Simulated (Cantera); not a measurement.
Feed: 1 mol FeS₂, 2500 mol H₂, 0.00018 mol CH₄, equilibrated at 13.3 mbar.

Cantera equilibrium calculation (NASA polynomials, part measured and part estimated; ideal gas, pure solids and liquids). Candidate condensed phases: C, C₆H₆, C₇H₈, C₈H₁₈, Fe, FeS, FeS₂, S; 84 gas species. FeS: taken at fixed stoichiometry. The numbers say what is thermodynamically allowed, not how fast it happens.

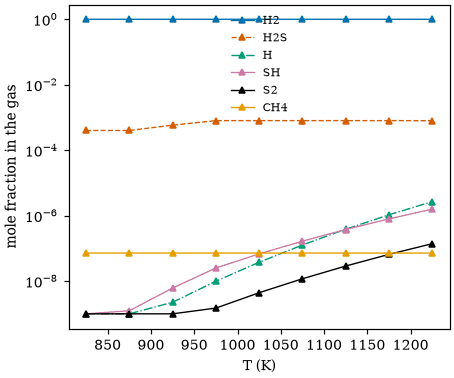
Equilibrium gas composition (values under 1e-9 drawn at 1e-9)

Q: Read off the mole fractions at 1175 K.

A: H₂ about 1.00, H₂S about 0.00080, H about 1.1e-6, SH about 8.0e-7, CH₄ about 7.2e-8, S₂ about 6.6e-8.
